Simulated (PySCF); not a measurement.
C₂H₅F₂Si (doublet)

```xyz
10

F     1.9990    1.0488    0.2147
C     1.5334   -0.2145    0.1220
F     1.6341   -0.7936    1.3371
C     0.3128   -0.4378   -0.6438
Si   -1.2576    0.3550    0.2014
H     0.1541   -1.5097   -0.7447
H     0.4378   -0.0080   -1.6360
H    -2.3809    0.0470   -0.6825
H    -1.0186    1.7914    0.2991
H    -1.4053   -0.2740    1.5101
```

Geometry: GFN2-xTB.

Computed with UKS B3LYP, pcH-1 on C F H Si, non-relativistic, mean-field spin-orbit, GIAO (PySCF).

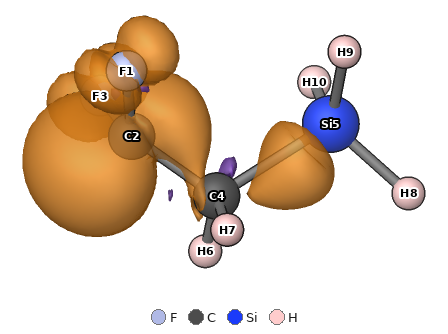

Figure 1. Isosurfaces of the spin density (α minus β) at +0.02 (orange) and −0.02 e/Å³ (purple), seen at a tilt.

Describe the spin distribution.

The unpaired spin (1 electron) lies mostly on C2 (about 0.6), F1 (about 0.1) and F3 (about 0.1), in electrons by Hirshfeld's partition.

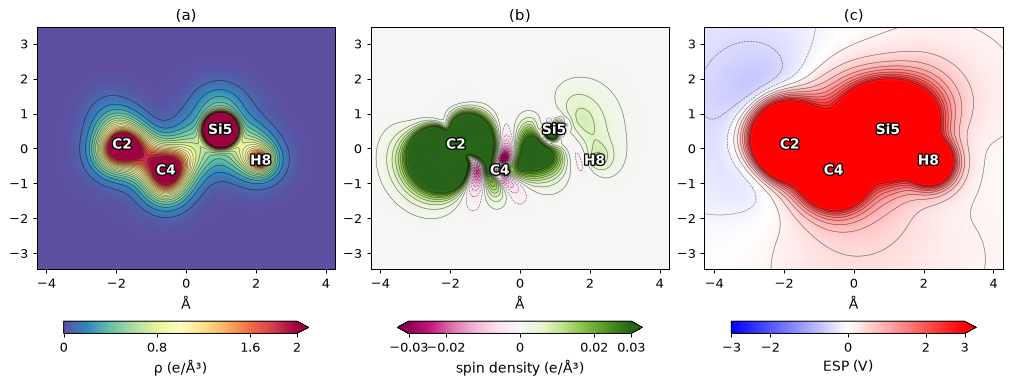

Figure 2. (a) electron density; (b) spin density (α minus β); (c) molecular electrostatic potential on the plane of atoms C4, Si5 and H8.

What do the fields say about this system?

The section cuts through C, Si and H sites.
C–C (1.46 Å): the density is about 1.9 e/Å³ at the midpoint.
C–Si (1.95 Å): ρ is about 0.83 e/Å³ halfway.
Si–H (1.46 Å): ρ is about 0.82 e/Å³ halfway.

Outside the dense part of the molecule the potential is most negative (−0.7 V) near F3, which lies off the plane.

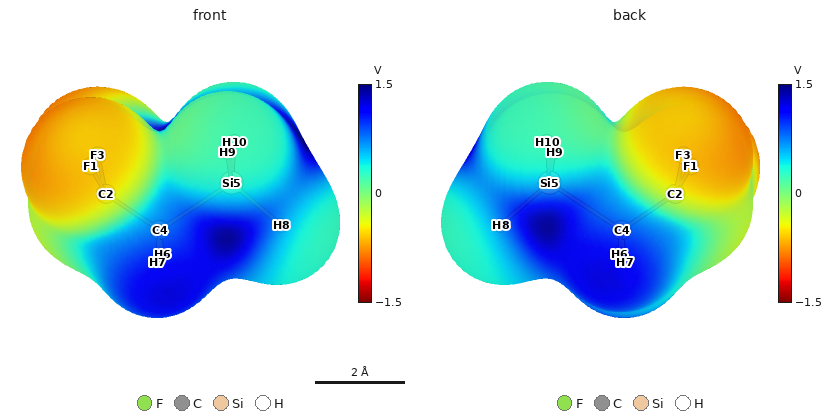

Figure 3. The molecular electrostatic potential painted on the density surface at 0.002 e/bohr³, seen from the front and from behind; red is negative and blue positive.

Describe the electrostatic potential map.

The most negative region (about −0.8 V, or −18 kcal/mol for a unit charge) lies over F1 and F3, the most positive (about +1.4 V, or +32 kcal/mol for a unit charge) over Si5.
